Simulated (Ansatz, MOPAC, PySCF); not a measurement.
Dissociation curve of BrMg (cation, charge +1), lowest triplet found (which spin is the ground state isn't settled by this scan).

- UCCSD(T) = Ansatz (an electronic-structure program) with CCSD(T) on UHF/cc-pVDZ, cores with 3d frozen
- UHF/STO-3G = unrestricted Hartree-Fock/STO-3G run with PySCF
- PM7, unrestricted, heats of formation (MOPAC)
- UHF/LANL2DZ = unrestricted Hartree-Fock/LANL2DZ, with its core potentials past Ne (PySCF)
- PM6, unrestricted, heats of formation (MOPAC)

Energies are in kcal/mol, each relative to the lowest point of its own curve between 2.27 and 3.50 Å, where full CI is lowest.

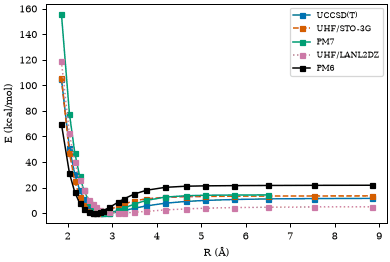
Fig. 1. Energy against bond length for each method.

```
R / Å  UCCSD(T)  UHF/STO-3G    PM7  UHF/LANL2DZ   PM6
-----  --------  ----------  -----  -----------  ----
1.86      105.2       105.6  156.1        118.8  69.8
2.04       51.3        47.0   77.9         62.4  31.3
2.16       30.5        25.1   47.4         39.9  16.4
2.27       18.1        12.7   28.9         26.0   7.8
2.36       11.3         6.4   18.4         17.9   3.6
2.49        5.1         1.6    8.4         10.1   0.5
2.57        2.7         0.3    4.6          6.8   0.0
2.63        1.6         0.0    2.6          5.0   0.1
2.73        0.4         0.3    0.6          2.8   0.9
2.80        0.0         0.9    0.0          1.7   1.9
2.94        0.0         2.7    0.2          0.5   4.5
3.13        1.0         5.4    2.1          0.0   8.4
3.27        2.0         7.3    4.0          0.1  11.2
3.50        3.8         9.6    7.1          0.6  15.0
3.77        5.7        11.2   10.0          1.4  17.9
4.19        7.7        12.4   12.5          2.5  20.1
4.65        9.1        12.8   13.6          3.3  21.0
5.09        9.9        13.0   14.0          3.8  21.3
5.74       10.7        13.2   14.2          4.3  21.5
6.51       11.1        13.3   14.3          4.6  21.6
7.54       11.4        13.4      —          4.8  21.7
8.83       11.5        13.5      —          4.9  21.8
```

At the longest distance, 8.83 Å, PM6 lies highest above its minimum (21.8 kcal/mol) and UHF/LANL2DZ lowest (4.9 kcal/mol).

A dash means that the run gave no value there, or that the column was ended at a point which the program doubted or which failed a test of continuity chosen for this set; such a test can also cut sound points.
